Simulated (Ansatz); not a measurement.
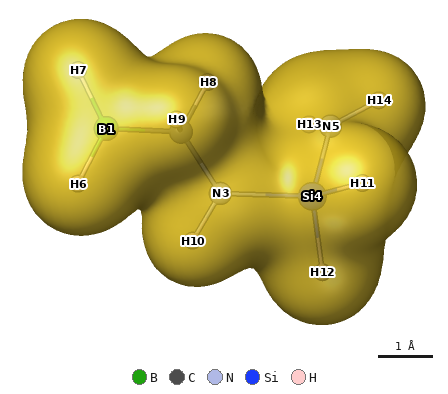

CH9BN2Si (SMILES BCN[SiH2]N). Isosurface of the electron density at 0.05 e/Å³ (yellow), seen at a tilt.

Level of theory: RKS PBE-D4/def2-SVP (Ansatz 0.2.0).

```xyz
14

B    -0.1212    1.3092    2.0375
C    -0.1397    0.6390    0.6800
N     0.3857   -0.6153    0.3490
Si    0.6341   -1.2296   -1.2792
N    -0.7845   -0.8589   -2.2046
H     0.5343    0.8147    2.9400
H    -0.7023    2.3689    2.1687
H    -0.7225    1.0825   -0.1500
H     0.7405    1.5394    0.8662
H     0.7304   -1.1589    1.1451
H     1.7505   -0.5774   -2.0556
H     0.9835   -2.6775   -1.0390
H    -1.6920   -1.2749   -1.9852
H    -0.7017   -0.6359   -3.1977
```

Q: How is the density connected at this value?

A: At this value the surface is in one piece. It bridges the shortest C–N (1.40 Å), C–B (1.51 Å), Si–N (1.73 Å) and N–H (1.02 Å) contacts, where the density stays above the isovalue. On the grid the lowest density along these lines, outside the cores, is 2 e/Å³ (C–N, 1.40 Å), 1.2 e/Å³ (C–B, 1.51 Å), 0.88 e/Å³ (Si–N, 1.73 Å) and 2.1 e/Å³ (N–H, 1.02 Å).
